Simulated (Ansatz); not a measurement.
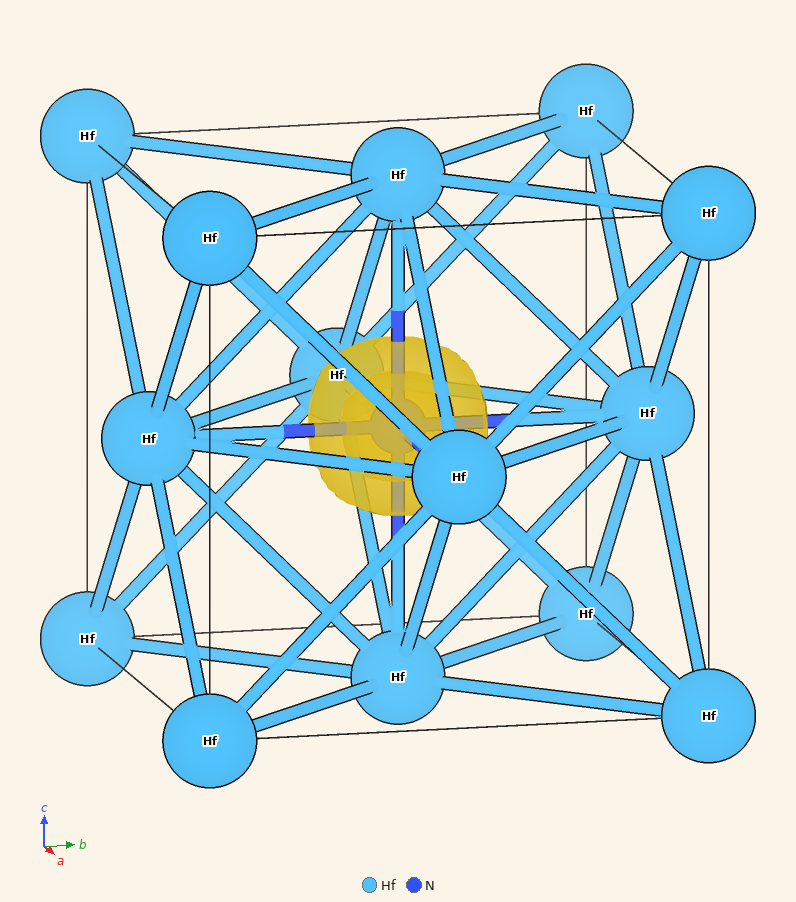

The picture shows: Hf₄N. Isosurface of the electron localisation function at 0.75 (yellow), seen slightly off an axis. Core shells and regions of very low density are left out. Sticks mark near contacts.

Space group Pm-3m; a generated structure, not necessarily the stable one; computed without spin polarisation.

These are results of Ansatz, DFT PBE, scalar-relativistic, plane waves, PAW, not measurements.

Q: What do the ELF domains correspond to?

A: The ELF exceeds this value in one region wrapped around N (its valence shell), counted in one cell of 5 atoms. Regions shared between cells count once. Profiles from the grid: Hf–N (2.26 Å): the ELF peaks at about 0.80 in the valence shell of N, 0.6 Å from its nucleus, and drops to about 0.15 between the two atoms; no shared electron pair shows on this line. Hf–Hf (3.19 Å): the ELF is about 0.35 at the midpoint.
